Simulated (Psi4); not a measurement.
# DSD-PBEP86/def2-SVP (density fitting for correlation) run of TiF4 (SMILES [F][Ti]([F])([F])[F])

What is the energy change on altering one bond length of TiF4 at DSD-PBEP86/def2-SVP (density fitting for correlation)? 

Program for the calculation: Psi4 1.11.

2 further runs of the same task are left out: 1 that didn't finish, 1 set aside as unsound or not needed.

### Step 1. Starting point

TiF4: 5 atoms, total charge 0, spin state singlet. As SMILES, `[F][Ti]([F])([F])[F]`. Geometry: relaxed at PBE0-D4/def2-TZVP.

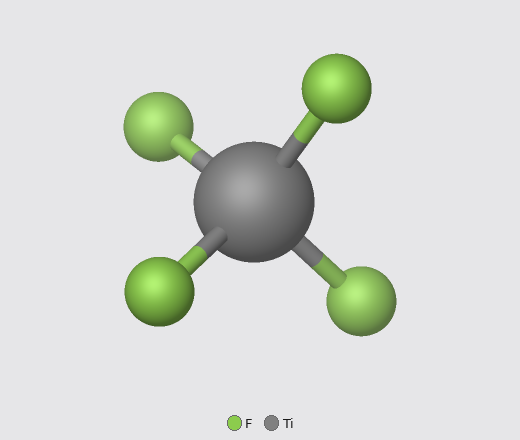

The structure, seen from a chosen angle (fluorine green, titanium grey).

### Step 2. The energy at DSD-PBEP86/def2-SVP (density fitting for correlation)

f4ti.xyz reads:

```xyz
5
F4Ti
F      0.175050    -0.756690     1.556510
Ti    -0.000010     0.000040     0.000020
F     -1.250130     1.207040     0.079520
F     -0.427660    -1.200750    -1.183680
F      1.502740     0.750380    -0.452370
```

calc.py reads:

```python
import psi4

psi4.set_memory(2200000000)
psi4.set_num_threads(1)
psi4.set_output_file('psi4.out', False)

with open('f4ti.xyz') as f:
    atoms = ''.join(f.readlines()[2:])
molecule = psi4.geometry('0 1\n' + atoms + 'symmetry c1')

options = {'basis': 'def2-SVP', 'puream': True, 'e_convergence': 1e-09, 'd_convergence': 1e-08, 'scf_type': 'pk', 'dft_radial_points': 99, 'dft_spherical_points': 590, 'num_frozen_docc': 9}
psi4.set_options(options)

result, w = psi4.energy("dsd-pbep86", molecule=molecule, return_wfn=True)
print(f'total energy {result:.8f} hartree = {result * 27.211386:.5f} eV')
for k, v in sorted(psi4.core.scalar_variables().items()):
    print(f'{k:45s} {v:18.10f}')
```

Started as:

```sh
$ python calc.py
```

psi4.out, cut to the lines that bear on the results:

```text
[...]
  Running in c1 symmetry.
[...]
  Nuclear repulsion =  331.469148447918371
[...]
  Multiplicity = 1
[...]
  Nalpha       = 29
  Nbeta        = 29
[...]
    Number of basis functions: 87
[...]
   @RKS iter   1: -1246.65145460045528   -1.46186e+00   1.08476e-02 DIIS/ADIIS
[...]
   @RKS iter  11: -1247.03042588525955   -4.54747e-13   3.92743e-09 DIIS
[...]
    Orbital Energies [Eh]
    ---------------------
    Doubly Occupied:
       1A   -182.042327     2A    -25.761363     3A    -25.761334
       4A    -25.761333     5A    -25.761332     6A    -21.221954
       7A    -17.710256     8A    -17.710256     9A    -17.710256
      10A     -2.948628    11A     -1.942207    12A     -1.942204
      13A     -1.942203    14A     -1.435855    15A     -1.417581
      16A     -1.417578    17A     -1.417574    18A     -0.653174
      19A     -0.653172    20A     -0.653164    21A     -0.640628
      22A     -0.640618    23A     -0.625949    24A     -0.605730
      25A     -0.605728    26A     -0.605728    27A     -0.588370
      28A     -0.588368    29A     -0.588367
[...]
  @RKS Final Energy: -1247.03042588525955
   => Energetics <=
    Nuclear Repulsion Energy =            331.4691484479183714
    One-Electron Energy =               -2377.4049993633457234
    Two-Electron Energy =                 822.6936199879688729
    DFT Exchange-Correlation Energy =     -23.7881949578011422
    Empirical Dispersion Energy =           0.0000000000000000
    VV10 Nonlocal Energy =                  0.0000000000000000
    Total Energy =                      -1247.0304258852595467
[...]
 Multipole Moments:
 ------------------------------------------------------------------------------------
     Multipole            Electronic (a.u.)      Nuclear  (a.u.)        Total (a.u.)
 ------------------------------------------------------------------------------------
 L = 1.  Multiply by 2.5417464519 to convert [e a0] to [Debye]
 Dipole X            :         -0.0000267            0.0000083           -0.0000184
 Dipole Y            :          0.0001786           -0.0000372            0.0001414
 Dipole Z            :          0.0000940           -0.0000207            0.0000733
 Magnitude           :                                                    0.0001603
[...]
```

Standard output:

```text
total energy -1247.59659377 hartree = -33948.83249 eV
CURRENT ENERGY                                  -1247.5965937687
CURRENT REFERENCE ENERGY                        -1247.0304258853
DD SOLVATION ENERGY                                 0.0000000000
DFT FUNCTIONAL TOTAL ENERGY                     -1247.0304258853
DFT TOTAL ENERGY                                -1247.5965937687
DFT VV10 ENERGY                                     0.0000000000
DFT XC ENERGY                                     -23.7881949578
DOUBLE-HYBRID CORRECTION ENERGY                    -0.5661678834
DSD-PBEP86 DOUBLE-HYBRID CORRECTION ENERGY         -0.5661678834
DSD-PBEP86 TOTAL ENERGY                         -1247.5965937687
GRID ELECTRONS ALPHA                               28.9999998009
GRID ELECTRONS BETA                                28.9999998009
GRID ELECTRONS TOTAL                               57.9999996017
NUCLEAR REPULSION ENERGY                          331.4691484479
ONE-ELECTRON ENERGY                             -2377.4049993633
PCM POLARIZATION ENERGY                             0.0000000000
PE ENERGY                                           0.0000000000
SCF ITERATION ENERGY                            -1247.0304258853
SCF ITERATIONS                                     11.0000000000
SCF TOTAL ENERGY                                -1247.0304258853
TWO-ELECTRON ENERGY                               822.6936199880
XC GRID RADIAL POINTS                              99.0000000000
XC GRID SPHERICAL POINTS                          590.0000000000
XC GRID TOTAL POINTS                           283460.0000000000
```

Wall time 9.9 s (1 thread of AMD EPYC 7B13 (Zen 3), shared host); peak memory 0.83 GiB.

### Step 3. The distorted shape at the same level

job.inp reads:

```
memory 2.2 GB

molecule mol {
  0 1
  F      0.239186    -0.576604     1.734033
  Ti     0.064126     0.180126     0.177543
  F     -1.185994     1.387126     0.257043
  F     -0.427660    -1.200750    -1.183680
  F      1.566876     0.930466    -0.274847
  units angstrom
  symmetry c1
  no_reorient
  no_com
}

set globals {
  basis                def2-SVP
  reference            rks
  puream               true
  e_convergence        1e-09
  d_convergence        1e-08
  scf_type             pk
  dft_radial_points    99
  dft_spherical_points 590
  num_frozen_docc      9
}

energy('dsd-pbep86')
print_variables()
```

Started as:

```sh
$ psi4 -n 1 job.inp job.out
```

job.out, cut to the lines that bear on the results:

```text
[...]
  Running in c1 symmetry.
[...]
  Nuclear repulsion =  320.404965506897270
[...]
  Multiplicity = 1
[...]
  Nalpha       = 29
  Nbeta        = 29
[...]
    Number of basis functions: 87
[...]
   @RKS iter   1: -1246.57472553251455   -1.54383e+00   1.11145e-02 ADIIS/DIIS
[...]
   @RKS iter  13: -1246.99669673669678   -4.32010e-11   9.55963e-09 DIIS
[...]
    Orbital Energies [Eh]
    ---------------------
    Doubly Occupied:
       1A   -182.091414     2A    -25.783269     3A    -25.783247
       4A    -25.783246     5A    -25.701524     6A    -21.266360
       7A    -17.755387     8A    -17.755160     9A    -17.755160
      10A     -2.978920    11A     -1.972851    12A     -1.972848
      13A     -1.955784    14A     -1.450798    15A     -1.437239
      16A     -1.437238    17A     -1.351496    18A     -0.670605
      19A     -0.670602    20A     -0.655815    21A     -0.647966
      22A     -0.647960    23A     -0.630288    24A     -0.616395
      25A     -0.616393    26A     -0.607086    27A     -0.556328
      28A     -0.533408    29A     -0.533408
[...]
  @RKS Final Energy: -1246.99669673669678
   => Energetics <=
    Nuclear Repulsion Energy =            320.4049655068972697
    One-Electron Energy =               -2354.6973916474680664
    Two-Electron Energy =                 811.0569505322044961
    DFT Exchange-Correlation Energy =     -23.7612211283303196
    Empirical Dispersion Energy =           0.0000000000000000
    VV10 Nonlocal Energy =                  0.0000000000000000
    Total Energy =                      -1246.9966967366967765
[...]
 Multipole Moments:
 ------------------------------------------------------------------------------------
     Multipole            Electronic (a.u.)      Nuclear  (a.u.)        Total (a.u.)
 ------------------------------------------------------------------------------------
 L = 1.  Multiply by 2.5417464519 to convert [e a0] to [Debye]
 Dipole X            :         -5.7911179            5.9383585            0.1472406
 Dipole Y            :        -16.2630532           16.6766705            0.4136173
 Dipole Z            :        -16.0308454           16.4385140            0.4076687
 Magnitude           :                                                    0.5991267
[...]
```

It took 9.9 s on 1 thread of AMD EPYC 7B13 (Zen 3), shared host; peak memory 0.82 GiB.

### Step 4. Results

Level: DSD-PBEP86/def2-SVP (density fitting for correlation), 9 core orbitals frozen.

| quantity | value |
| --- | --- |
| first shape: total energy | -1247.59659 Eh |
| first shape: HOMO energy (SCF part's orbitals) | -16.01 eV |
| first shape: LUMO energy (SCF part's orbitals) | -0.97 eV |
| first shape: HOMO–LUMO gap (SCF part's orbitals) | 15.04 eV |
| distorted shape: total energy | -1247.56814 Eh |
| distorted shape: HOMO energy (SCF part's orbitals) | -14.51 eV |
| distorted shape: LUMO energy (SCF part's orbitals) | -1.91 eV |
| distorted shape: HOMO–LUMO gap (SCF part's orbitals) | 12.61 eV |
| energy change with the Ti2–F4 bond stretched from 1.740 to 2.000 Å | 0.774 eV |

What this shows: With the Ti2–F4 bond stretched from 1.740 to 2.000 Å the energy rises by 0.77 eV (74.7 kJ/mol). The first shape isn't relaxed at this level, so the change isn't measured from a minimum.
